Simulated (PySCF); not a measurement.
System: C2H7FOSi2.

Input file:

```
{"job": {"kind": "nmr", "xc": "PBE0", "basis": "pcSseg-1", "pop": false}, "charge": 0, "multiplicity": 1}
F      1.175100    -1.328200     1.003000
C      0.751200    -0.752500    -0.160100
C      0.620500     0.813600    -0.020600
Si    -1.132900     1.110200     0.734200
O     -1.927700    -0.284800     0.139600
Si    -1.092200    -1.339500    -0.696300
H      1.464700    -1.193700    -0.923400
H      1.358500     1.164800     0.655600
H      0.918600     1.119200    -1.019900
H     -0.975300     0.958200     2.205100
H     -1.920300     2.093600     0.089100
H     -1.222000    -0.996800    -2.177800
H     -1.469600    -2.680900    -0.345400
```

Launched as:

```sh
OMP_NUM_THREADS=1 python probes_run.py task.json out
```

Geometry: GFN2-xTB, MD frame at 250 fs, 400 K.

All numbers below come from PBE0/pcSseg-1, SCF density, gas phase, non-relativistic in PySCF.

Question: What can the converged electron density and electron localisation function tell about the bonding?

Answer: Si–O (1.58 Å): the density is about 1.3 e/Å³ at the midpoint; the ELF peaks at about 0.85 between the atoms; a short, strongly polar bond.
C–Si (1.93 Å): ρ is about 0.89 e/Å³ halfway; the ELF peaks at about 0.95 between the atoms, as expected for a covalent bond.
Si–O (1.71 Å): the density is about 0.97 e/Å³ at the midpoint; the ELF peaks at about 0.85 between the atoms: a shared but strongly polarised pair.

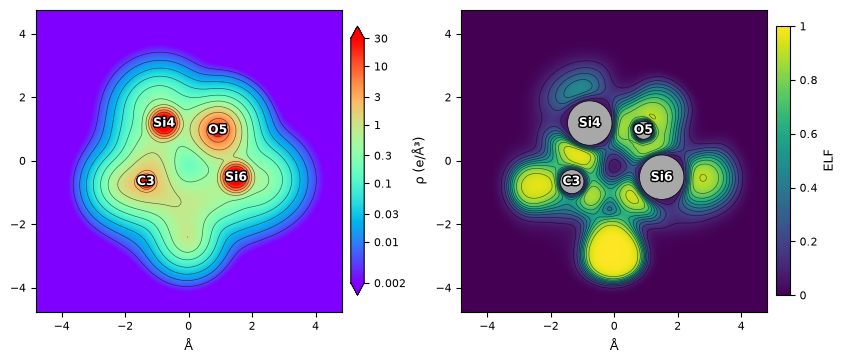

Computed electron density and electron localisation function on the plane of atoms Si4, O5 and Si6, in this order. Grey discs cover the atomic cores in the ELF map. 
